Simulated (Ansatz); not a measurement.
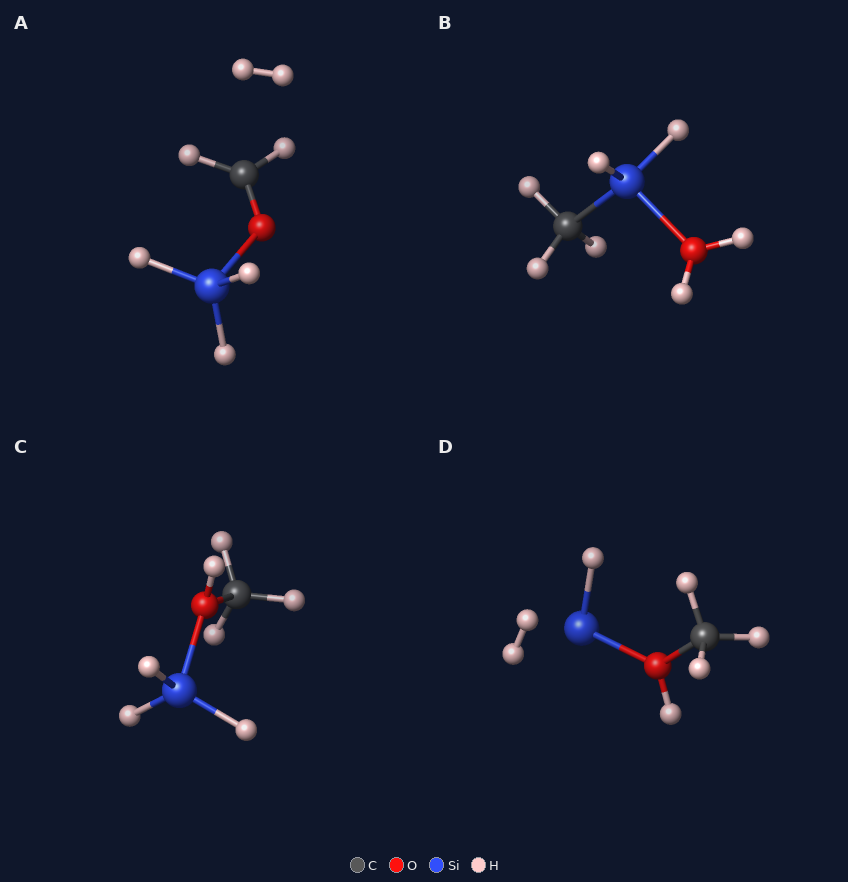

4 stationary structures of one formula. The species has charge +1 and is a spin singlet. Geometries: PBE-D4/def2-SVP. Electronic energies: PBE-D4/def2-SVP (Ansatz 0.2.0), without zero-point energy. No frequency run is at hand to confirm each as a minimum. Each is one conformer, not always the lowest.

> Which structure is the most stable?

B is lowest; C lies 85.6 kJ/mol above it, A lies 230.2 kJ/mol above it, D lies 249.8 kJ/mol above it.
